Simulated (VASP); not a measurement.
**Ag (Silver): the relaxed cell at several levels**

How close do the usual functionals, with and without dispersion, come to the cell of Ag (Silver)? The levels: PBE, LDA, r2SCAN and PBE + D3(BJ). The start is a cell from a database of measured crystal structures.

Program: VASP 6.6.1. Level of theory: PBE; plane waves and PAW (Ag), in the first sound run; inputs show where later runs differ. Results are calculated unless marked as measured.

**What experiment says.**

For Ag, fcc (bulk crystal), “Polycyclic aromatic chains on metals and insulating layers by repetitive [3+2] cycloadditions” (2020, pmc:7083871) quotes earlier work: lattice constant a (cubic lattice constant, quoted experimental value used to build the …) 4.085 Å [literature experimental value quoted as input for the DFT slab; source and temperature …].

## 1. Starting point

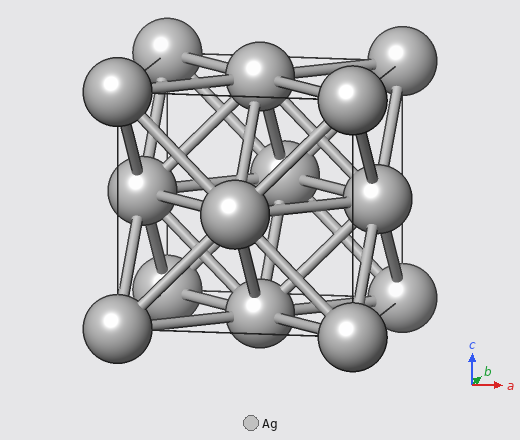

The cell as given, slightly off an axis (silver light grey). This picture shows the conventional cell, with its axes. Some periodic images of atoms are drawn too.

## 2. Relaxation with PBE

The start need not lie at this functional's minimum. ISIF = 3 frees volume, shape and positions, and EDIFFG sets the threshold on forces and stress at which the search stops. PBE, the usual starting point, adds the gradient of the density.

Input file INCAR:

```
SYSTEM = Ag
PREC = Accurate
ENCUT = 520
EDIFF = 1E-06
NELM = 100
ISMEAR = -1
SIGMA = 0.05
LREAL = .FALSE.
ALGO = Normal
GGA = PE
NBANDS = 11
LASPH = .TRUE.
LORBIT = 11
LWAVE = .FALSE.
LCHARG = .FALSE.
KPAR = 2
IBRION = 2
NSW = 60
ISIF = 3
EDIFFG = -0.01
```

Input file POSCAR:

```
Ag
1.0
    0.0000000000      2.0430000000      2.0430000000
    2.0430000000      0.0000000000      2.0430000000
    2.0430000000      2.0430000000      0.0000000000
Ag
1
Direct
    0.0000000000      0.0000000000      0.0000000000
```

Input file KPOINTS:

```
Automatic mesh
0
Gamma
11 11 11
0 0 0
```

The projector-augmented-wave data sets are Ag (PBE family, release 64).

Launch:

```console
$ mpirun -np 2 vasp_std
```

Log:

```text
[banner, memory and clock lines left out]
running    2 mpi-ranks, on    1 nodes
 distrk:  each k-point on    1 cores,    2 groups
 distr:  one band on    1 cores,    1 groups

 POSCAR found type information on POSCAR Ag
 POSCAR found :  1 types and       1 ions
 LDA part: xc-table for (Slater+PW92), standard interpolation
 POSCAR, INCAR and KPOINTS ok, starting setup
 FFT: planning ... GRIDC
 FFT: planning ... GRID_SOFT
 FFT: planning ... GRID
 WAVECAR not read
 entering main loop
       N       E                     dE             d eps       ncg     rms          rms(c)
DAV:   1     0.496688212874E+02    0.49669E+02   -0.55634E+03  1240   0.899E+02
DAV:   2    -0.222375855575E+01   -0.51893E+02   -0.49316E+02  1361   0.198E+02
DAV:   3    -0.296788739500E+01   -0.74413E+00   -0.74367E+00  1406   0.257E+01
DAV:   4    -0.297006218131E+01   -0.21748E-02   -0.21747E-02  1349   0.143E+00
DAV:   5    -0.297007982734E+01   -0.17646E-04   -0.17645E-04  1397   0.118E-01    0.522E+00
DAV:   6    -0.272223131480E+01    0.24785E+00   -0.10222E+00  1307   0.960E+00    0.336E+00
DAV:   7    -0.271370523858E+01    0.85261E-02   -0.11154E-02  1379   0.103E+00    0.189E+00
DAV:   8    -0.271075789209E+01    0.29473E-02   -0.69892E-04  1344   0.212E-01    0.885E-02
DAV:   9    -0.271076461449E+01   -0.67224E-05   -0.76552E-06  1379   0.223E-02    0.211E-02
DAV:  10    -0.271077043719E+01   -0.58227E-05   -0.39488E-06  1365   0.203E-02    0.577E-03
DAV:  11    -0.271076998541E+01    0.45178E-06   -0.82444E-08   721   0.262E-03
   1 F= -.27107700E+01 E0= -.27093585E+01  d E =-.271077E+01
 curvature:   0.00 expect dE= 0.000E+00 dE for cont linesearch  0.000E+00
 trial: gam= 0.00000 g(F)=  0.000E+00 g(S)=  0.290E-01 ort = 0.000E+00 (trialstep = 0.100E+01)
 search vector abs. value=  0.290E-01
 bond charge predicted
       N       E                     dE             d eps       ncg     rms          rms(c)
DAV:   1    -0.333740842185E+01   -0.62664E+00   -0.10446E+01  1289   0.354E+01    0.556E+00
DAV:   2    -0.273966490846E+01    0.59774E+00   -0.20898E+00  1277   0.138E+01    0.193E+00
DAV:   3    -0.272154501821E+01    0.18120E-01   -0.50181E-02  1411   0.202E+00    0.137E+00
DAV:   4    -0.271760978937E+01    0.39352E-02   -0.46223E-03  1291   0.645E-01    0.120E-01
DAV:   5    -0.271752713211E+01    0.82657E-04   -0.61487E-04  1378   0.195E-01    0.245E-02
DAV:   6    -0.271753546994E+01   -0.83378E-05   -0.98029E-06  1324   0.340E-02    0.286E-03
DAV:   7    -0.271753540882E+01    0.61120E-07   -0.91064E-07   747   0.847E-03
   2 F= -.27175354E+01 E0= -.27155737E+01  d E =-.676542E-02
 trial-energy change:   -0.006765  1 .order   -0.007790   -0.029043    0.013463
 step:   0.6504(harm=  0.6833)  dis= 0.00000  next Energy=    -2.719933 (dE=-0.916E-02)
 bond charge predicted
       N       E                     dE             d eps       ncg     rms          rms(c)
DAV:   1    -0.279911224487E+01   -0.81577E-01   -0.12739E+00  1289   0.120E+01    0.182E+00
DAV:   2    -0.272158387524E+01    0.77528E-01   -0.33293E-01  1271   0.534E+00    0.509E-01
DAV:   3    -0.272027431574E+01    0.13096E-02   -0.21737E-03  1376   0.413E-01    0.337E-01
DAV:   4    -0.271987663005E+01    0.39769E-03   -0.60234E-04  1297   0.184E-01    0.272E-02
DAV:   5    -0.271987511916E+01    0.15109E-05   -0.36569E-06  1337   0.168E-02    0.156E-02
DAV:   6    -0.271987586717E+01   -0.74801E-06   -0.87339E-07  1130   0.730E-03
   3 F= -.27198759E+01 E0= -.27180560E+01  d E =-.910588E-02
 curvature:  -0.34 expect dE=-0.654E-06 dE for cont linesearch -0.654E-06
 trial: gam=-0.00810 g(F)=  0.145E-68 g(S)=  0.194E-05 ort = 0.237E-03 (trialstep = 0.930E+00)
 search vector abs. value=  0.229E-09
 reached required accuracy - stopping structural energy minimisation
```

It took 20 s on 2 MPI ranks of AMD EPYC 7R43, shared host; peak memory 0.23 GiB.

Lines that name or quote the potential files are left out of all logs, and their timing lines are given in words.

From OUTCAR (step 2):

```text
ion  position               nearest neighbor table
   1  0.000  0.000  0.000-

  LATTYP: Found a face centered cubic cell.
 ALAT       =     4.0860000000

 Subroutine GETGRP returns: Found 48 space group operations
 (whereof 48 operations were pure point group operations)

The static configuration has the point symmetry O_h .

 Found     56 irreducible k-points:

   k-points           NKPTS =     56   k-points in BZ     NKDIM =     56   number of bands    NBANDS=     11

   dimension x,y,z NGX =    24 NGY =   24 NGZ =   24
   dimension x,y,z NGXF=    48 NGYF=   48 NGZF=   48

   ENCUT  =  520.0 eV  38.22 Ry    6.18 a.u.   5.37  5.37  5.37*2*pi/ulx,y,z

   NELECT =      11.0000    total number of electrons

 k-points in reciprocal lattice and weights: Automatic mesh
   0.00000000  0.00000000  0.00000000       0.001
   0.09090909  0.00000000  0.00000000       0.006
   0.18181818  0.00000000  0.00000000       0.006
   0.27272727  0.00000000  0.00000000       0.006
   0.36363636  0.00000000  0.00000000       0.006
   0.45454545  0.00000000  0.00000000       0.006
   0.09090909  0.09090909  0.00000000       0.005
   0.18181818  0.09090909  0.00000000       0.018
   0.27272727  0.09090909  0.00000000       0.018
[...]
-0.36363636  0.45454545  0.18181818       0.018
  -0.27272727  0.45454545  0.18181818       0.018

 average (electrostatic) potential at core
       1 -71.2444

 E-fermi :   8.1255

 k-point     1 :       0.0000    0.0000    0.0000
  band No.  band energies     occupation
    ...
      2       3.1946      2.00000
      3       3.1946      2.00000
      4       3.1946      2.00000
      5       4.1531      2.00000
      6       4.1531      2.00000
      7      23.7851      0.00000
      8      27.1146      0.00000
      9      27.1146      0.00000
     10      27.1146      0.00000
     11      31.8230      0.00000

 k-point     2 :       0.0909    0.0000    0.0000
  band No.  band energies     occupation
    ...
      2       3.1447      2.00000
      3       3.2583      2.00000
      4       3.2583      2.00000
      5       4.1312      2.00000
      6       4.1312      2.00000
      7      23.6845      0.00000
      8      25.3576      0.00000
      9      27.1762      0.00000
     10      27.1762      0.00000
     11      31.3353      0.00000

 k-point     3 :       0.1818    0.0000    0.0000
  band No.  band energies     occupation
    ...
      2       3.1200      2.00000
      3       3.3726      2.00000
      4       3.3726      2.00000
      5       4.1412      2.00000
      6       4.1412      2.00000
      7      21.2715      0.00000
      8      24.5817      0.00000
      9      27.2062      0.00000
     10      27.2062      0.00000
     11      30.2224      0.00000

  Total        0.0036577      0.0036577      0.0036577      0.0000000      0.0000000      0.0000000
  in kB        0.3295285      0.3295285      0.3295285      0.0000000      0.0000000      0.0000000
  external PRESSURE =       0.3295285 kB  Pullay stress =       0.0000000 kB

  energy-cutoff  :      520.00
  volume of cell :       17.78
      direct lattice vectors                 reciprocal lattice vectors
     0.000000000  2.071715282  2.071715282    -0.241345905  0.241345905  0.241345905
     2.071715282 -0.000000000  2.071715282     0.241345905 -0.241345905  0.241345905
     2.071715282  2.071715282  0.000000000     0.241345905  0.241345905 -0.241345905

 POSITION                                       TOTAL-FORCE (eV/Angst)
 -----------------------------------------------------------------------------------
      0.00000      0.00000      0.00000         0.000000      0.000000      0.000000
 -----------------------------------------------------------------------------------
    total drift:                               -0.000000      0.000000      0.000000

  FREE ENERGIE OF THE ION-ELECTRON SYSTEM (eV)
  ---------------------------------------------------
  free  energy   TOTEN  =        -2.7198758672 eV

  energy  without entropy=       -2.7162361636  energy(sigma->0) =       -2.71805602

 reached required accuracy - stopping structural energy minimisation

 total charge
# of ion       s       p       d       tot
------------------------------------------
    1        0.407   0.276   9.155   9.838

[... 3 further parts left out ...]
```

CONTCAR:

```
Ag
   1.00000000000000
     0.0000000000000000    2.0717152820440177    2.0717152820440177
     2.0717152820440177   -0.0000000000000000    2.0717152820440177
     2.0717152820440177    2.0717152820440177    0.0000000000000000
  Ag
     1
Direct
     0.0000000000000000    0.0000000000000000    0.0000000000000000
```

This run has no spin polarisation. Its electron count is odd, so without a moment it is a metal by construction. The k-mesh is coarse for a metal. The run keeps the 48 symmetry operations of its start, so it cannot find a distortion of lower symmetry.

Relaxation path:

```
step  energy less that of the first step (eV)  largest force (eV/Å)  pressure (GPa)  volume (Å³)
   1                                   0.0000                0.0000            4.21        17.05
   2                                  -0.0068                0.0000           -1.83        18.18
   3                                  -0.0091                0.0000            0.03        17.78
```

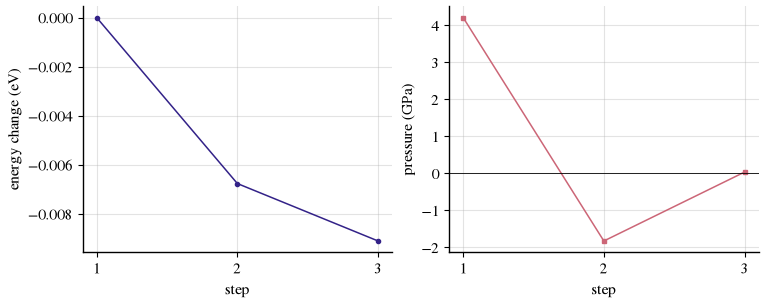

Energy and pressure along the relaxation.

```
conventional cell, symmetrised  before  after  change
                         a (Å)   4.086  4.143  +1.4 %
                         b (Å)   4.086  4.143  +1.4 %
                         c (Å)   4.086  4.143  +1.4 %
              volume (Å³/atom)   17.05  17.78  +4.3 %
```

The relaxed structure:

```
Ag
1.0
     0.00000    2.07172    2.07172
     2.07172    0.00000    2.07172
     2.07172    2.07172    0.00000
Ag
1
Cartesian
  0.0000 0.0000 0.0000
```

This step gave:

```
electrons                       : 11
bands                           : 11
irreducible k points            : 56
symmetry operations             : 48
free energy (TOTEN)             : -2.720 eV
energy at zero smearing         : -2.718 eV
Fermi energy                    : 8.126 eV
pressure                        : 0.03295 GPa
metallic                        : yes
SCF cycles over all ionic steps : 24
```

It ends with forces that vanish by symmetry and a pressure of 0.03 GPa. The volume lies +4.3 % from that of the database's start. The conventional cell has a = 4.143 Å.

## 3. Relaxation with LDA

This step: LDA; plane waves and PAW (Ag) (VASP 6.6.1).

LDA, the lowest rung, knows the local density alone.

INCAR: that of step 2 with these lines changed.

```diff
@@ -9,3 +9,3 @@
 ALGO = Normal
-GGA = PE
+GGA = CA
 NBANDS = 11
```

POSCAR is that of step 2.

KPOINTS is that of step 2.

Launch:

```console
$ mpirun -np 2 vasp_std
```

Log:

```text
[banner, memory and clock lines left out]
running    2 mpi-ranks, on    1 nodes
 distrk:  each k-point on    1 cores,    2 groups
 distr:  one band on    1 cores,    1 groups

 POSCAR found type information on POSCAR Ag
 POSCAR found :  1 types and       1 ions
|                                                                             |
|               ----> ADVICE to this user running VASP <----                  |
|                                                                             |
|     You enforced a specific xc type in the INCAR file but a different       |
|     [... a line on the potential file left out ...]
|     I HOPE YOU KNOW WHAT YOU ARE DOING!                                     |
|                                                                             |

 LDA part: xc-table for (Slater(with rela. corr.)+CA(PZ))
 , standard interpolation
 POSCAR, INCAR and KPOINTS ok, starting setup
 FFT: planning ... GRIDC
 FFT: planning ... GRID_SOFT
 FFT: planning ... GRID
 WAVECAR not read
 entering main loop
       N       E                     dE             d eps       ncg     rms          rms(c)
DAV:   1     0.483834561986E+02    0.48383E+02   -0.55337E+03  1240   0.899E+02
DAV:   2    -0.351043209740E+01   -0.51894E+02   -0.49211E+02  1361   0.196E+02
DAV:   3    -0.425739148321E+01   -0.74696E+00   -0.74648E+00  1409   0.257E+01
DAV:   4    -0.425951600093E+01   -0.21245E-02   -0.21244E-02  1340   0.141E+00
DAV:   5    -0.425953285352E+01   -0.16853E-04   -0.16853E-04  1400   0.115E-01    0.588E+00
DAV:   6    -0.381361641105E+01    0.44592E+00   -0.20172E+00  1295   0.132E+01    0.310E+00
DAV:   7    -0.380274925503E+01    0.10867E-01   -0.10232E-02  1382   0.105E+00    0.177E+00
DAV:   8    -0.379781803500E+01    0.49312E-02   -0.10034E-03  1328   0.257E-01    0.775E-02
DAV:   9    -0.379782910834E+01   -0.11073E-04   -0.98831E-06  1364   0.224E-02    0.109E-02
DAV:  10    -0.379782866058E+01    0.44777E-06   -0.18954E-06  1354   0.110E-02
   1 F= -.37978287E+01 E0= -.37964326E+01  d E =-.379783E+01
 curvature:   0.00 expect dE= 0.000E+00 dE for cont linesearch  0.000E+00
 trial: gam= 0.00000 g(F)=  0.125E-63 g(S)=  0.904E-01 ort = 0.000E+00 (trialstep = 0.100E+01)
 search vector abs. value=  0.904E-01
 bond charge predicted
       N       E                     dE             d eps       ncg     rms          rms(c)
DAV:   1    -0.592530889847E+01   -0.21275E+01   -0.33735E+01  1274   0.608E+01    0.993E+00
DAV:   2    -0.384942995893E+01    0.20759E+01   -0.89493E+00  1277   0.280E+01    0.172E+00
DAV:   3    -0.381449588412E+01    0.34934E-01   -0.54774E-02  1367   0.208E+00    0.105E+00
DAV:   4    -0.380340789951E+01    0.11088E-01   -0.17762E-02  1310   0.823E-01    0.824E-02
DAV:   5    -0.380346959206E+01   -0.61693E-04   -0.20103E-04  1361   0.139E-01    0.642E-02
DAV:   6    -0.380348424490E+01   -0.14653E-04   -0.99742E-06  1369   0.266E-02    0.888E-03
DAV:   7    -0.380348488322E+01   -0.63832E-06   -0.40099E-07   889   0.642E-03
   2 F= -.38034849E+01 E0= -.38026720E+01  d E =-.565622E-02
 trial-energy change:   -0.005656  1 .order    0.001355   -0.090445    0.093155
 step:   0.5493(harm=  0.4926)  dis= 0.00000  next Energy=    -3.823834 (dE=-0.260E-01)
 bond charge predicted
       N       E                     dE             d eps       ncg     rms          rms(c)
DAV:   1    -0.423302694833E+01   -0.42954E+00   -0.69462E+00  1289   0.292E+01    0.411E+00
DAV:   2    -0.383916958383E+01    0.39386E+00   -0.14100E+00  1289   0.115E+01    0.156E+00
DAV:   3    -0.382696895501E+01    0.12201E-01   -0.30485E-02  1405   0.160E+00    0.100E+00
DAV:   4    -0.382423116477E+01    0.27378E-02   -0.30397E-03  1301   0.475E-01    0.794E-02
DAV:   5    -0.382423011843E+01    0.10463E-05   -0.16923E-04  1375   0.970E-02    0.166E-02
DAV:   6    -0.382423556149E+01   -0.54431E-05   -0.38085E-06  1363   0.184E-02    0.940E-04
DAV:   7    -0.382423560856E+01   -0.47073E-07   -0.73264E-08   682   0.238E-03
   3 F= -.38242356E+01 E0= -.38232447E+01  d E =-.264069E-01
 curvature:  -0.24 expect dE=-0.168E-05 dE for cont linesearch -0.168E-05
 trial: gam=-0.00865 g(F)=  0.229E-69 g(S)=  0.689E-05 ort = 0.790E-03 (trialstep = 0.910E+00)
 search vector abs. value=  0.625E-09
 reached required accuracy - stopping structural energy minimisation
```

Elapsed: 14 s, on 2 MPI ranks; peak memory 0.2 GiB.

OUTCAR, selected parts (step 3):

```text
The static configuration has the point symmetry O_h .

 Found     56 irreducible k-points:

   NELECT =      11.0000    total number of electrons

 E-fermi :   9.1269

 k-point     1 :       0.0000    0.0000    0.0000
  band No.  band energies     occupation
    ...
      2       3.9361      2.00000
      3       3.9361      2.00000
      4       3.9361      2.00000
      5       5.1171      2.00000
      6       5.1171      2.00000
      7      25.1175      0.00000
      8      28.9985      0.00000
      9      28.9985      0.00000
     10      28.9985      0.00000
     11      34.1434      0.00000

 k-point     2 :       0.0909    0.0000    0.0000
  band No.  band energies     occupation
    ...
      2       3.8716      2.00000
      3       4.0128      2.00000
      4       4.0128      2.00000
      5       5.0887      2.00000
      6       5.0887      2.00000
      7      25.1671      0.00000
      8      27.2001      0.00000
      9      29.1574      0.00000
     10      29.1574      0.00000
     11      33.8301      0.00000

  Total       -0.0069006     -0.0069006     -0.0069006     -0.0000000     -0.0000000      0.0000000
  in kB       -0.6907906     -0.6907906     -0.6907906     -0.0000000     -0.0000000      0.0000000
  external PRESSURE =      -0.6907906 kB  Pullay stress =       0.0000000 kB

  energy-cutoff  :      520.00
  volume of cell :       16.00
      direct lattice vectors                 reciprocal lattice vectors
     0.000000000  2.000198466  2.000198466    -0.249975194  0.249975194  0.249975194
     2.000198466 -0.000000000  2.000198466     0.249975194 -0.249975194  0.249975194
     2.000198466  2.000198466 -0.000000000     0.249975194  0.249975194 -0.249975194

 POSITION                                       TOTAL-FORCE (eV/Angst)
 -----------------------------------------------------------------------------------
      0.00000      0.00000      0.00000         0.000000      0.000000     -0.000000
 -----------------------------------------------------------------------------------
    total drift:                               -0.000000     -0.000000      0.000000

  FREE ENERGIE OF THE ION-ELECTRON SYSTEM (eV)
  ---------------------------------------------------
  free  energy   TOTEN  =        -3.8242356086 eV

  energy  without entropy=       -3.8222538715  energy(sigma->0) =       -3.82324474

 total charge
# of ion       s       p       d       tot
------------------------------------------
    1        0.432   0.349   9.152   9.933

[... 8 parts as in an earlier step ...]

[... 5 further parts left out ...]
```

The PAW data sets were made with PBE, though LDA sets exist; this is a small mismatch.

Step by step:

```
step  energy less that of the first step (eV)  largest force (eV/Å)  pressure (GPa)  volume (Å³)
   1                                   0.0000                0.0000           -7.43        17.05
   2                                  -0.0057                0.0000            8.60        15.18
   3                                  -0.0264                0.0000           -0.07        16.00
```

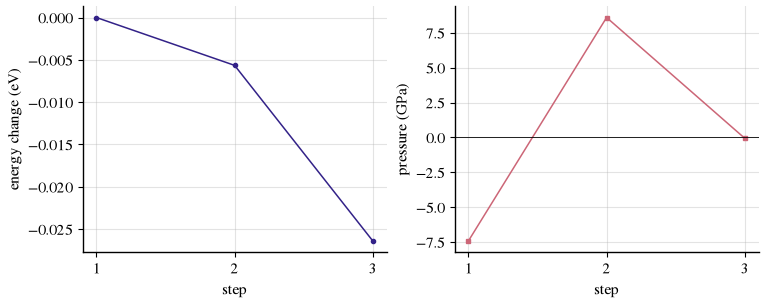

Energy and pressure along the relaxation.

```
conventional cell, symmetrised  before  after  change
                         a (Å)   4.086  4.000  -2.1 %
                         b (Å)   4.086  4.000  -2.1 %
                         c (Å)   4.086  4.000  -2.1 %
              volume (Å³/atom)   17.05  16.00  -6.2 %
```

Final coordinates:

```xyz
1
Lattice="0.0000 2.0002 2.0002 2.0002 0.0000 2.0002 2.0002 2.0002 0.0000" Properties=species:S:1:pos:R:3 pbc="T T T"
Ag    0.0000    0.0000    0.0000
```

This step gave:

- free energy (TOTEN): -3.824 eV
- energy at zero smearing: -3.823 eV
- Fermi energy: 9.127 eV
- pressure: -0.06908 GPa

It ends at 16.00 Å³/atom, -6.2 % from the start, with -0.07 GPa left. The conventional cell has a = 4.000 Å.

(Part 1 of 2 ends here.)

[Lines on the potential files, build, host, timing and source positions are cut from VASP's logs without a mark.]

[Logs are printed without paths, hosts, clocks, repeated set-up lines and the standing remarks that a program may print on its own settings, such as how far it seeks lower states.]

[Hosts, paths, dates, database ids (printed as entryN), source tags and the programs' standing remarks are cut or masked in the printed files.]

[A measured line is paired with the nearest computed mode of its activity, which favours agreement.]
